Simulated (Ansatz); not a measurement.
**A hypothetical structure for BaSb2Os2**

This structure for BaSb2Os2 is made up. Its elements were placed in a known structure type with a cell scaled to their sizes. What cell does the guess relax to, and how far off was it?

Calculated with Ansatz 0.2.0; DFT, r2SCAN, plane-wave PAW, files of the set soft_1, scalar-relativistic, no spin, cell and ions relaxed at zero pressure; PAW set soft_1, in the first sound run; inputs show where later runs differ.

## 1. Starting point

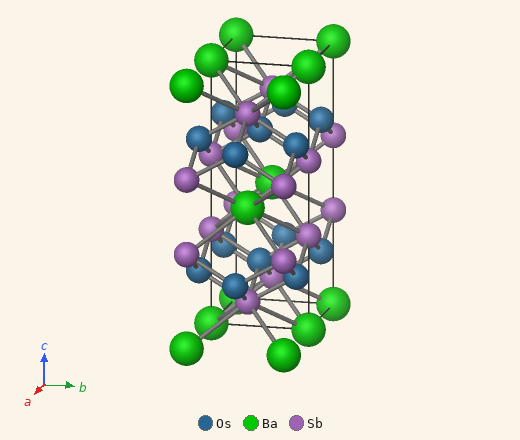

The starting structure, seen slightly off an axis (osmium blue, barium green, antimony purple). 2×1×1 cells are drawn. This picture shows the conventional cell, with its axes. Some periodic images of atoms are drawn too.

## 2. Relaxing cell and atoms

The guess takes its coordinates from another compound and its volume from a rule, so the cell and any free coordinates are relaxed together.

The input, input.yaml:

```yaml
crystal:
  lattice:
    - [-2.274, 2.274, 6.174]
    - [2.274, -2.274, 6.174]
    - [2.274, 2.274, -6.174]
  atoms:
    - { symbol: Os, position: [0.75, 0.25, 0.5] }
    - { symbol: Os, position: [0.25, 0.75, 0.5] }
    - { symbol: Ba, position: [0.0, 0.0, 0.0] }
    - { symbol: Sb, position: [0.358, 0.358, 0.0] }
    - { symbol: Sb, position: [0.642, 0.642, 0.0] }
kpoints:
  mp_grid: { grid: [8, 8, 8] }
scf:
  occupations: { method: fermi_dirac, width: 0.05 }
hamiltonian:
  xc: r2scan
  pseudopotentials: { kind: paw, azcp: { folder: soft_1 } }
relax:
  f_tol: 0.015
  max_steps: 70
  cell: {}
output:
  forces: true
  stress: true
```

Started as:

```sh
$ ansatz run input.yaml --threads 4 --pin off --max-ram 8192MiB --backend cpu --events-out ev --progress --plain --runs-dir out
```

Numbers of over 12 decimals in the logs are rounded to 6 here.

What it wrote:

```text
basis.fft_grid_basis auto: the FFT boxes are laid along the combinations [[1, 0, 1], [0, 1, 1], [0, 0, 1]] of the cell's own vectors, 4.548, 4.548 and 6.961 Å long. The dense box has 36×36×54 points. Along the cell's own vectors, as sized, it would have 54×54×54, 2.25 times as many. Of the 16 symmetry operations that the crystal satisfies within crystal.symmetry.tolerance (time reversal apart; of a slab, those that k [...]
Engine: ansatz 0.2.0, aarch64-unknown-linux-gnu
Pseudopotentials: kind: paw
Pseudopotential: Os, paw, valence charge 16, recommended cutoff 500 eV (meta_gga), soft_1/Os.paw.azcp
Pseudopotential: Ba, paw, valence charge 10, recommended cutoff 500 eV (meta_gga), soft_1/Ba.paw.azcp
Pseudopotential: Sb, paw, valence charge 15, recommended cutoff 500 eV (meta_gga), soft_1/Sb.paw.azcp
Functional definition: r2SCAN
  parameter k0 = 0.174
  parameter k1 = 0.065
  parameter a1 = 4.9479
  exchange = r2scan_x(k0 = k0, k1 = k1, a1 = a1)
  correlation = r2scan_c
Crystal: 5 atoms, lattice volume = 127.705 Å³
Basis set: ecut = 500 eV, 3275 PW (Γ), FFT grids on a1+a3, a2+a3, a3, exchange–correlation on 144×144×216 points (64 copies of the dense FFT grid, shifted against one another)
Bands: 44, of which v1, the nominal top of the filled ones, is band 36 counted from 1 (35 counted from 0)
Symmetry: 16 space group operations
Space group: I4/mmm (ITA 139), of the structure as read, at distance tolerance 5.0e-5 Å
k-points: 59 of 512
Non-local potential: Os, projectors of the file, l = 0: 3, l = 1: 2, l = 2: 2, l = 3: 1
Non-local potential: Ba, projectors of the file, l = 0: 3, l = 1: 2, l = 2: 2, l = 3: 2
Non-local potential: Sb, projectors of the file, l = 0: 2, l = 1: 2, l = 2: 2, l = 3: 1
PAW form: soft (Blöchl's): semilocal exchange-correlation on the pseudo side does not see the compensation charge
PAW frozen core: Os, regenerated for the run's functional (the file was generated under x = pbe(κ = 0.804, μ = 0.219515), c = pbe(β = 0.066725))
PAW frozen core: Ba, regenerated for the run's functional (the file was generated under x = pbe(κ = 0.804, μ = 0.219515), c = pbe(β = 0.066725))
PAW frozen core: Sb, regenerated for the run's functional (the file was generated under x = pbe(κ = 0.804, μ = 0.219515), c = pbe(β = 0.066725))
PAW one-centre angular grid: Os, 590 points (default); XC on 160 Gauss nodes
PAW one-centre angular grid: Ba, 302 points (default); XC on 160 Gauss nodes
PAW one-centre angular grid: Sb, 590 points (default); XC on 160 Gauss nodes
Initial density: superposition of atomic densities (chi_scale 0.1, normalization cell, long waves kept (reshape's long-wave potential 0.01 eV rms))
Initial wavefunctions: pseudopotential atomic-orbital guess
Functional: x = r2scan, c = r2scan; τ floored in thin density (d = 2e-4 eV/Å³)
SCF iter   1: F=—  HF=-41762.059750 eV  |F-HF|=—  |Δ(HF+E_count)|=         —  Δρ=4.35e-2  dr2=6.49e0  dr2_τ=8.24e-2  ethr=3.10e-3  ⟨swp⟩=10.9  Hψ=12697  notcnv=0  defer=10
preconditioner: auto → Kerker (q_TF=auto, 2.480 Å⁻¹)  [metal: Δε(μ)=0.016 eV  Ē_g=8.137 eV  σ=0.050 eV  W_gap=0.08  n_scr=32 (ndim 8)  ℏωp=19.2 eV  f_vac=0.000  D(μ)=4.40/eV (n_scr^D=32)]
SCF iter   2: F=—  HF=-41761.406934 eV  |F-HF|=—  |Δ(HF+E_count)|=   6.53e-1  Δρ=2.20e-2  dr2=1.04e0  dr2_τ=1.42e-1  ethr=3.10e-3  ⟨swp⟩=3.1  Hψ=4178  notcnv=0  defer=90
SCF iter   3: F=—  HF=-41761.315403 eV  |F-HF|=—  |Δ(HF+E_count)|=   9.15e-2  Δρ=1.12e-2  dr2=3.90e-1  dr2_τ=2.62e-2  ethr=1.44e-3  ⟨swp⟩=3.2  Hψ=3798  notcnv=0  defer=91
SCF iter   4: F=—  HF=-41761.246379 eV  |F-HF|=—  |Δ(HF+E_count)|=   6.90e-2  Δρ=3.08e-3  dr2=3.22e-2  dr2_τ=3.61e-4  ethr=5.42e-4  ⟨swp⟩=4.0  Hψ=4356  notcnv=0  defer=92
SCF iter   5: F=—  HF=-41761.242886 eV  |F-HF|=—  |Δ(HF+E_count)|=   3.49e-3  Δρ=1.48e-3  dr2=4.51e-3  dr2_τ=2.85e-4  ethr=4.47e-5  ⟨swp⟩=3.3  Hψ=4317  notcnv=0  defer=89
SCF iter   6: F=—  HF=-41761.243878 eV  |F-HF|=—  |Δ(HF+E_count)|=   9.92e-4  Δρ=3.69e-4  dr2=1.67e-4  dr2_τ=5.13e-6  ethr=6.26e-6  ⟨swp⟩=2.0  Hψ=3631  notcnv=0  defer=89
SCF iter   7: F=—  HF=-41761.243959 eV  |F-HF|=—  |Δ(HF+E_count)|=   8.07e-5  Δρ=5.62e-5  dr2=3.80e-6  dr2_τ=4.11e-7  ethr=2.32e-7  ⟨swp⟩=2.0  Hψ=3622  notcnv=0  defer=89
SCF iter   8: F=—  HF=-41761.244119 eV  |F-HF|=—  |Δ(HF+E_count)|=   1.60e-4  Δρ=2.94e-5  dr2=1.20e-6  dr2_τ=3.46e-8  ethr=5.28e-9  ⟨swp⟩=2.0  Hψ=4206  notcnv=0  defer=89
SCF iter   9: F=—  HF=-41761.244119 eV  |F-HF|=—  |Δ(HF+E_count)|=   1.63e-7  Δρ=1.06e-5  dr2=1.44e-7  dr2_τ=1.02e-8  ethr=1.67e-9  ⟨swp⟩=2.0  Hψ=4157  notcnv=0  defer=89
SCF iter  10: F=-41761.244119 eV  HF=-41761.244119 eV  |F-HF|=1.42e-8  |Δ(HF+E_count)|=   2.78e-8  Δρ=3.54e-6  dr2=3.25e-8  dr2_τ=2.09e-9  ethr=1.39e-10  ⟨swp⟩=4.6  Hψ=8231  notcnv=0
SCF 1 converged in 10 iterations: F = -41761.244119 eV  dr2 = 3.25e-8
  greatest PAW one-centre occupation: 1.000 electrons in one spin orbital (limit 2), on the Os atom at site 1 (counted from 0), in its partial waves of l = 0
relax step   1: F+E_penalty+E_count = -41761.24411894 eV  Δ(F+E_penalty+E_count) = +0.000e0 eV  max|allowed force component| = 7.472e-1 eV/Å  Δτ_max = 0.0000 Å  P = -4.645 GPa  Ω = 127.705 Å³  (10 SCF iters, dr2 threshold 1.00e-7 eV, accepted)
Crystal: 5 atoms, lattice volume = 118.602 Å³
Basis set: ecut = 500 eV, 2975 PW (Γ), FFT grids on a1+a3, a2+a3, a3, exchange–correlation on 144×144×216 points (64 copies of the dense FFT grid, shifted against one another)
Initial density: handed on by an earlier stage of this run
Initial wavefunctions: those handed on with the density
iter 1 solved again at ethr=3.79e-5 eV; its pass at ethr=3.10e-3 eV (dr2=2.73e-2 eV) is discarded
SCF iter   1: F=—  HF=-41760.643637 eV  |F-HF|=—  |Δ(HF+E_count)|=         —  Δρ=5.73e-3  dr2=2.71e-2  dr2_τ=4.49e-1  ethr=3.79e-5  ⟨swp⟩=2.2  Hψ=14719  notcnv=0
preconditioner: auto → Kerker (q_TF=auto, 2.511 Å⁻¹)  [metal: Δε(μ)=0.028 eV  Ē_g=8.826 eV  σ=0.050 eV  W_gap=0.14  n_scr=32 (ndim 8)  ℏωp=19.9 eV  f_vac=0.001  D(μ)=1.23/eV (n_scr^D=2)]
SCF iter   2: F=—  HF=-41761.055903 eV  |F-HF|=—  |Δ(HF+E_count)|=   4.12e-1  Δρ=3.54e-3  dr2=1.42e-2  dr2_τ=4.42e-4  ethr=3.77e-5  ⟨swp⟩=2.8  Hψ=5241  notcnv=0
SCF iter   3: F=—  HF=-41761.057610 eV  |F-HF|=—  |Δ(HF+E_count)|=   1.71e-3  Δρ=1.47e-3  dr2=4.96e-3  dr2_τ=4.53e-5  ethr=1.98e-5  ⟨swp⟩=1.4  Hψ=2634  notcnv=0
SCF iter   4: F=—  HF=-41761.057517 eV  |F-HF|=—  |Δ(HF+E_count)|=   9.30e-5  Δρ=3.78e-4  dr2=6.47e-4  dr2_τ=3.48e-5  ethr=6.89e-6  ⟨swp⟩=2.0  Hψ=3295  notcnv=0
[...]
SCF iter   5: F=—  HF=-41761.331757 eV  |F-HF|=—  |Δ(HF+E_count)|=   2.59e-4  Δρ=2.63e-4  dr2=2.18e-4  dr2_τ=2.38e-6  ethr=2.57e-6  ⟨swp⟩=2.0  Hψ=3341  notcnv=0
SCF iter   6: F=—  HF=-41761.331739 eV  |F-HF|=—  |Δ(HF+E_count)|=   1.86e-5  Δρ=9.06e-5  dr2=1.79e-5  dr2_τ=2.80e-7  ethr=3.02e-7  ⟨swp⟩=2.0  Hψ=4252  notcnv=0
SCF iter   7: F=—  HF=-41761.331744 eV  |F-HF|=—  |Δ(HF+E_count)|=   4.90e-6  Δρ=3.78e-5  dr2=3.80e-6  dr2_τ=1.49e-7  ethr=2.49e-8  ⟨swp⟩=2.0  Hψ=3945  notcnv=0
SCF iter   8: F=—  HF=-41761.331895 eV  |F-HF|=—  |Δ(HF+E_count)|=   1.52e-4  Δρ=1.70e-5  dr2=5.33e-7  dr2_τ=1.93e-8  ethr=5.28e-9  ⟨swp⟩=2.0  Hψ=4154  notcnv=0
SCF iter   9: F=—  HF=-41761.331895 eV  |F-HF|=—  |Δ(HF+E_count)|=   2.20e-8  Δρ=7.03e-6  dr2=8.77e-8  dr2_τ=3.26e-9  ethr=7.40e-10  ⟨swp⟩=2.0  Hψ=3400  notcnv=0
SCF iter  10: F=—  HF=-41761.331895 eV  |F-HF|=—  |Δ(HF+E_count)|=   6.38e-9  Δρ=1.64e-6  dr2=5.27e-9  dr2_τ=2.92e-10  ethr=1.22e-10  ⟨swp⟩=2.0  Hψ=4251  notcnv=0
SCF iter  11: F=—  HF=-41761.331895 eV  |F-HF|=—  |Δ(HF+E_count)|=  9.46e-10  Δρ=3.50e-7  dr2=1.73e-10  dr2_τ=9.89e-12  ethr=7.32e-12  ⟨swp⟩=2.0  Hψ=3433  notcnv=0
SCF iter  12: F=-41761.331895 eV  HF=-41761.331895 eV  |F-HF|=2.18e-11  |Δ(HF+E_count)|=  1.09e-10  Δρ=1.30e-7  dr2=2.69e-11  dr2_τ=2.25e-12  ethr=1.00e-12  ⟨swp⟩=5.0  Hψ=9523  notcnv=0
SCF 3 converged in 12 iterations: F = -41761.331895 eV  dr2 = 2.69e-11
relax step   3: F+E_penalty+E_count = -41761.33189527 eV  Δ(F+E_penalty+E_count) = -8.778e-2 eV  max|allowed force component| = 2.868e-1 eV/Å  Δτ_max = 0.0026 Å  P = -0.459 GPa  Ω = 122.991 Å³  energy of the carried Pulay correction = +8.071e-4 eV  (12 SCF iters, accepted)
[...]
relax step   4: F+E_penalty+E_count = -41761.33746242 eV  Δ(F+E_penalty+E_count) = -5.567e-3 eV  max|allowed force component| = 7.220e-3 eV/Å  Δτ_max = 0.0185 Å  P = +0.094 GPa  Ω = 123.209 Å³  energy of the carried Pulay correction = +7.690e-4 eV  (6 SCF iters, dr2 threshold 5.00e-7 eV, accepted)
[...]
relax step   5: F+E_penalty+E_count = -41761.33842392 eV  Δ(F+E_penalty+E_count) = -9.615e-4 eV  max|allowed force component| = 1.301e-2 eV/Å  Δτ_max = 0.0029 Å  P = +0.092 GPa  Ω = 123.464 Å³  energy of the carried Pulay correction = +7.246e-4 eV  (6 SCF iters, dr2 threshold 3.16e-7 eV, accepted)
[...]
relax step   6: F+E_penalty+E_count = -41761.33923335 eV  Δ(F+E_penalty+E_count) = -8.094e-4 eV  max|allowed force component| = 4.150e-4 eV/Å  Δτ_max = 0.0010 Å  P = +0.054 GPa  Ω = 123.737 Å³  energy of the carried Pulay correction = +6.772e-4 eV  (6 SCF iters, dr2 threshold 1.97e-7 eV, accepted)
[...]
relax step   7: F+E_penalty+E_count = -41761.33938285 eV  Δ(F+E_penalty+E_count) = -1.495e-4 eV  max|allowed force component| = 1.275e-4 eV/Å  Δτ_max = 0.0017 Å  P = -0.002 GPa  Ω = 124.006 Å³  energy of the carried Pulay correction = +6.307e-4 eV  (7 SCF iters, dr2 threshold 3.97e-8 eV, accepted)
Initial wavefunctions: pseudopotential atomic-orbital guess (no wavefunctions were taken with the density)
iter 1 solved again at ethr=2.93e-6 eV; its pass at ethr=3.10e-3 eV (dr2=2.11e-3 eV) is discarded
SCF iter   1: F=—  HF=-41761.338405 eV  |F-HF|=—  |Δ(HF+E_count)|=         —  Δρ=1.34e-4  dr2=7.25e-7  dr2_τ=3.90e-6  ethr=2.93e-6  ⟨swp⟩=3.1  Hψ=18227  notcnv=0
eigensolver tolerance schedule: the retry pair's looser diagonalisation over-reported the residual by 2911.24 of it (diagonalisation noise at an unbounded share of the residual, at the tolerance the schedule requests for it); recorded, not acted on — ethr = c·dr2/N_el stays at c = 1.0e-1
preconditioner: auto → Kerker (q_TF=auto, 2.492 Å⁻¹)  [metal: Δε(μ)=0.074 eV  Ē_g=8.497 eV  σ=0.050 eV  W_gap=0.34  n_scr=32 (ndim 8)  ℏωp=19.4 eV  f_vac=0.003  D(μ)=1.44/eV (n_scr^D=2)]
SCF iter   2: F=—  HF=-41761.338702 eV  |F-HF|=—  |Δ(HF+E_count)|=   2.97e-4  Δρ=6.74e-5  dr2=1.74e-7  dr2_τ=1.83e-6  ethr=1.01e-9  ⟨swp⟩=2.8  Hψ=4976  notcnv=0
SCF iter   3: F=—  HF=-41761.338755 eV  |F-HF|=—  |Δ(HF+E_count)|=   5.29e-5  Δρ=5.31e-6  dr2=9.21e-9  dr2_τ=1.15e-8  ethr=2.41e-10  ⟨swp⟩=2.0  Hψ=3693  notcnv=0
SCF iter   4: F=—  HF=-41761.338755 eV  |F-HF|=—  |Δ(HF+E_count)|=   1.84e-7  Δρ=1.20e-6  dr2=3.66e-9  dr2_τ=3.81e-10  ethr=1.28e-11  ⟨swp⟩=2.0  Hψ=3724  notcnv=0
SCF iter   5: F=—  HF=-41761.338755 eV  |F-HF|=—  |Δ(HF+E_count)|=   4.05e-9  Δρ=6.58e-7  dr2=7.04e-10  dr2_τ=1.16e-10  ethr=5.08e-12  ⟨swp⟩=2.1  Hψ=2991  notcnv=0
SCF iter   6: F=—  HF=-41761.338755 eV  |F-HF|=—  |Δ(HF+E_count)|=    0.00e0  Δρ=3.23e-7  dr2=2.42e-10  dr2_τ=3.14e-11  ethr=1.00e-12  ⟨swp⟩=2.0  Hψ=3489  notcnv=0
SCF iter   7: F=-41761.338755 eV  HF=-41761.338755 eV  |F-HF|=1.46e-11  |Δ(HF+E_count)|=  7.28e-11  Δρ=6.03e-8  dr2=6.20e-12  dr2_τ=3.92e-13  ethr=1.00e-12  ⟨swp⟩=4.0  Hψ=9280  notcnv=0
SCF 8 converged in 7 iterations: F = -41761.338755 eV  dr2 = 6.20e-12
relax step   8: F+E_penalty+E_count = -41761.33875471 eV  Δ(F+E_penalty+E_count) = +6.281e-4 eV  max|allowed force component| = 3.308e-4 eV/Å  Δτ_max = 0.0000 Å  P = -0.003 GPa  Ω = 124.006 Å³  stress off target by 6.01e-3 GPa  SCF on the basis re-selected at this cell (its energy is not comparable with the rows above)  (7 SCF iters)
basis re-selected at this cell: Δ(F+E_penalty+E_count) = +6.281e-4 eV, ΔP = -0.000 GPa vs the last step (what re-selecting the basis moved, of the pressure what is left beyond the Pulay correction that the steps carried, after the strain that the cell walked since its last selection, with what the two solves' SCF thresholds leave and, on support functions, any second-order correction that the steps lacked; it is no m [...]
SCF converged after 7 iterations
Free energy (F): -41761.338755 eV
Harris-Foulkes:  -41761.338755 eV  (|F-HF|=1.46e-11)
Internal energy: -41761.325534 eV  (E = F + TS)
E sigma→0 (E₀):  -41761.332144 eV
Entropy (-TS):   -0.013221 eV (-2.644 meV/atom)
Fermi energy:    13.861434 eV
--- Per-component energies (eV) ---
  E_band       = -751.746218
  E_kinetic    = 1478.664372
  E_local      = -7752.998520  (includes V_loc(G=0)·N_el)
  E_nonlocal   = 1277.524626
  E_hartree    = 3190.415482
  E_xc         = -802.235949
  E_vxc        = -864.973032  (∫ρ·V_xc dr)
  E_paw        = -32518.254292  (= ΣΔE_a)
  E_vpaw       = -1320.445994  (= ΣTr[D̂ρ^β])
  E_aug_tail   = 0.000577  (compensation charges beyond the density's cutoff)
  E_vtau       = 49.650704  (kinetic-family band-sum trace: ∫τ·v_τ [+ j·A + Jᵃ·Aᵃ] dr)
  E_ewald      = -6634.754034
  E_core_change = 0.312203  (= ΣΔE_core)
  E_smearing   = -0.013221  (= −TS)
  E_closure    = -0.000000  (closes the sum)
  Σ components = -41761.338755   (vs F -41761.338755, Δ=0.00e0)
--- Forces (eV/Å), atoms counted from 1 ---
  atom   1  Os    -0.00000000     0.00000000     0.00000000
  atom   2  Os    -0.00000000    -0.00000000     0.00000000
  atom   3  Ba     0.00000000     0.00000000     0.00000000
  atom   4  Sb     0.00000000    -0.00000000     0.00033079
  atom   5  Sb     0.00000000     0.00000000    -0.00033079
  max |Σ_I F_I| component: 1.04e-17 eV/Å
--- Stress (GPa, compression-positive) ---
       -0.006014      -0.000000       0.000000
       -0.000000      -0.006014      -0.000000
       -0.000000      -0.000000       0.003627
  P = ⅓ Tr σ = -0.0028 GPa (-0.028 kbar)
--- Relaxed structure (7 steps of the walk, 6 accepted, 1 SCFs on fresh bases) ---
  F+E_penalty+E_count = -41761.33875471 eV   max|allowed force component| = 3.308e-4 eV/Å   (the final SCF, on the basis selected at the relaxed cell)
  cell:  # Å, volume = 124.0058 Å³
    - [-2.223956, 2.223956, 6.268007]
    - [2.223956, -2.223956, 6.268007]
    - [2.223956, 2.223956, -6.268007]
  atoms:
    - { symbol: Os, position: [0.75, 0.25, 0.5] }
    - { symbol: Os, position: [0.25, 0.75, 0.5] }
    - { symbol: Ba, position: [0, 0, 0] }
    - { symbol: Sb, position: [0.356262, 0.356262, 0] }
    - { symbol: Sb, position: [0.643738, 0.643738, 0] }
```

Wall time 55 s (4 threads of Arm Neoverse V2, shared host); peak memory 0.95 GiB; 3.6 min of CPU time.

Relaxation path:

```
step  energy less that of the first step (eV)  largest force component (eV/Å)  pressure (GPa)  volume (Å³)
   1                                   0.0000                          0.7472           -4.65       127.70
   2                                   0.1865                          2.0382            9.21       118.60
   3                                  -0.0878                          0.2868           -0.46       122.99
   4                                  -0.0933                          0.0072            0.09       123.21
   5                                  -0.0943                          0.0130            0.09       123.46
   6                                  -0.0951                          0.0004            0.05       123.74
   7                                  -0.0953                          0.0001            0.00       124.01
  8*                                  -0.0946                          0.0003            0.00       124.01
```

Relaxation steps marked * repeat the geometry before them on a plane-wave basis chosen anew for their cell, so energy and pressure can jump there. Relaxation step 2 was tried and not accepted.

Forces are held to the 16 operations that the run works with; a distortion that breaks them can't arise in this run.

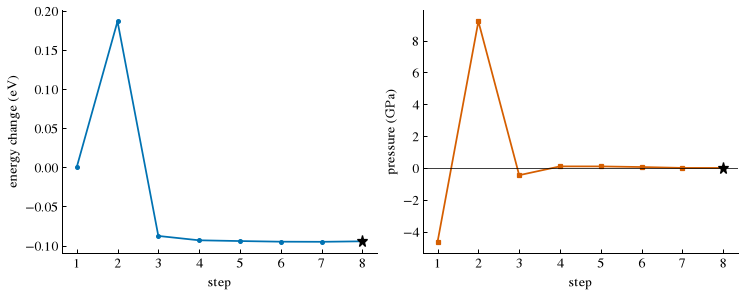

Energy and pressure along the relaxation. Stars mark steps on a basis chosen anew.

```
conventional cell, symmetrised  before   after  change
                         a (Å)   4.548   4.448  -2.2 %
                         b (Å)   4.548   4.448  -2.2 %
                         c (Å)  12.348  12.536  +1.5 %
              volume (Å³/atom)   25.54   24.80  -2.9 %
```

The atoms that moved most (Å, as changes of fractional coordinates times the final cell):

| atom | dx | dy | dz | length |
| --- | --- | --- | --- | --- |
| Sb5 | 0.000 | 0.000 | 0.022 | 0.022 |
| Sb4 | 0.000 | 0.000 | -0.022 | 0.022 |

The relaxed structure:

```xyz
5
Lattice="-2.2240 2.2240 6.2680 2.2240 -2.2240 6.2680 2.2240 2.2240 -6.2680" Properties=species:S:1:pos:R:3 pbc="T T T"
Os    0.0000    2.2240    3.1340
Os    2.2240    0.0000    3.1340
Ba    0.0000    0.0000    0.0000
Sb    0.0000    0.0000    4.4661
Sb    0.0000    0.0000    8.0699
```

Numbers from this step:

* free energy: -41761.3388 eV
* energy at zero smearing: -41761.3321 eV
* smearing term TS: 0.01322 eV
* Fermi energy: 13.86 eV
* electrons: 72
* symmetry operations: 16
* pressure: -0.002801 GPa

Shortest distances by pair of elements, guess and relaxed (not always the same contact):

| pair | guess (Å) | relaxed (Å) |
| --- | --- | --- |
| Os–Sb | 2.636 | 2.592 |
| Os–Os | 3.216 | 3.145 |
| Sb–Sb | 3.507 | 3.604 |
| Ba–Sb | 3.663 | 3.625 |
| Ba–Os | 3.834 | 3.843 |

The relaxation ends with a largest force component of 3.3e-4 eV/Å and a pressure of 0.00 GPa.

(Part 1 of 2 ends here.)

[Logs are printed without paths, hosts, clocks, repeated set-up lines and the standing remarks that a program may print on its own settings, such as how far it seeks lower states.]

[Hosts, paths, dates, database ids (printed as entryN), source tags and the programs' standing remarks are cut or masked in the printed files.]
